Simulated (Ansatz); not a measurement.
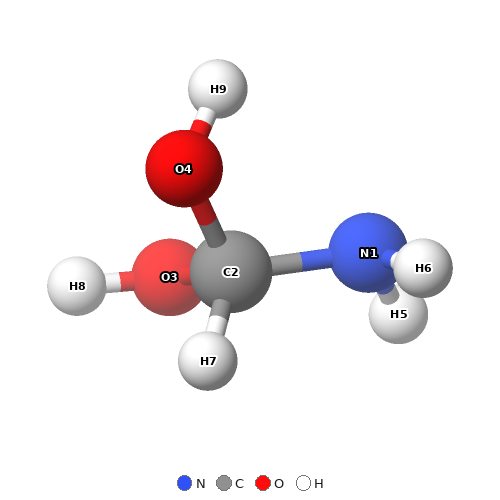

The system is CH5NO2, SMILES NC(O)O; the picture shows the reference structure. The first coordinate is: umbrella angle at N1 (between each of its bonds and their common axis; 90 is planar); the second: change of the bonds N1–C2, N1–H5, N1–H6, all alike. Nothing is relaxed (all other coordinates rigid). The scan uses a 9 × 9 grid. Points are written as (first, second). All energies are given in eV relative to the lowest grid point. Method: RKS r2SCAN0-D4/def2-TZVP in Ansatz.

Its coordinates:

```json
{"atom": "N", "x (Å)": "-0.3888", "y (Å)": "0.9953", "z (Å)": "-0.4639"}
{"atom": "C", "x (Å)": "0.2910", "y (Å)": "-0.1403", "z (Å)": "0.0716"}
{"atom": "O", "x (Å)": "-0.1796", "y (Å)": "-1.2259", "z (Å)": "-0.6652"}
{"atom": "O", "x (Å)": "0.0213", "y (Å)": "-0.2579", "z (Å)": "1.4261"}
{"atom": "H", "x (Å)": "-0.3763", "y (Å)": "0.9737", "z (Å)": "-1.4704"}
{"atom": "H", "x (Å)": "0.0371", "y (Å)": "1.8485", "z (Å)": "-0.1421"}
{"atom": "H", "x (Å)": "1.3849", "y (Å)": "-0.0935", "z (Å)": "0.0145"}
{"atom": "H", "x (Å)": "0.2265", "y (Å)": "-2.0135", "z (Å)": "-0.3049"}
{"atom": "H", "x (Å)": "-0.9274", "y (Å)": "-0.1328", "z (Å)": "1.5172"}
```

Range: umbrella angle at N1 (between each of its bonds and their common axis; 90 is planar) from 59.3 to 120.7°; change of the bonds N1–C2, N1–H5, N1–H6, all alike from −0.126 to 0.195 Å.

Question: What will the energy surface look like?

Answer: The lowest grid point is at (105.3°, −0.006 Å). The highest grid point, (59.3°, −0.126 Å), lies 2.33 eV above the lowest. Round the minimum the valley is somewhat tilted: raising the first coordinate shifts the best value of the second coordinate upwards (coupling k₁₂/√(k₁₁k₂₂) about −0.3).

```tsv
second ↓, first →	59.3	67.0	74.7	82.3	90.0	97.7	105.3	113.0	120.7
0.195	1.75	1.72	1.92	2.13	2.19	2.04	1.76	1.54	1.56
0.155	1.31	1.22	1.37	1.54	1.59	1.45	1.22	1.04	1.11
0.115	0.95	0.79	0.89	1.03	1.06	0.94	0.74	0.61	0.73
0.075	0.69	0.46	0.51	0.61	0.63	0.52	0.35	0.27	0.46
0.034	0.56	0.26	0.24	0.31	0.31	0.22	0.09	0.06	0.32
−0.006	0.61	0.23	0.16	0.18	0.18	0.09	0.00	0.03	0.36
−0.046	0.88	0.42	0.28	0.27	0.25	0.18	0.12	0.21	0.62
−0.086	1.43	0.88	0.68	0.63	0.60	0.54	0.52	0.66	1.15
−0.126	2.33	1.69	1.43	1.34	1.29	1.25	1.27	1.47	2.04
```

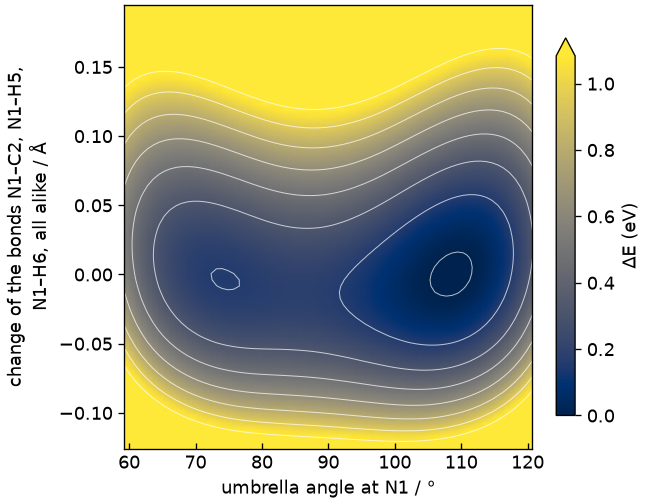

Drawn: a smooth colour map with a few white contour lines, one colour for all values above the top of the scale. Between grid points the surface is interpolated.

Time for the 81 points that were run: 9.4 min on 1 thread of Arm Neoverse V2, with other jobs on the host.
